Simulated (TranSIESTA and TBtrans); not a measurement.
Junction: Sn chain with one bond stretched by 0.6 Å. Leads: straight Sn chain, spacing 2.75 Å. Geometry: as built, not relaxed.

TranSIESTA and TBtrans, PBE, DZP numerical orbitals (energy shift 0.15 eV), PseudoDojo norm-conserving scalar-relativistic potentials, mesh cutoff 200 Ry, 300 K, no spin polarisation, no spin-orbit coupling; self-consistent non-equilibrium Green functions.

Energies count from the leads' Fermi level. Transmissions are for one spin of a degenerate pair. The energy step is 0.01 eV; narrower resonances are cut or missed.

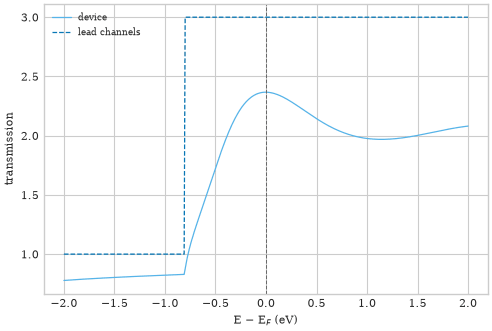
Transmission against energy

```csv
E (eV),T,lead channels
-2.00,0.78,1
-1.80,0.79,1
-1.60,0.80,1
-1.40,0.81,1
-1.20,0.82,1
-1.00,0.82,1
-0.80,0.88,band edge
-0.60,1.47,3
-0.40,1.97,3
-0.20,2.28,3
0.00,2.37,3
0.20,2.31,3
0.40,2.20,3
0.60,2.09,3
0.80,2.02,3
1.00,1.98,3
1.20,1.97,3
1.40,1.99,3
1.60,2.02,3
1.80,2.05,3
2.00,2.08,3
```

The straight chain is held at its spacing; free chains may zigzag or dimerise. No spin-polarised start was tried, so a magnetic state, if there is one, is missed.
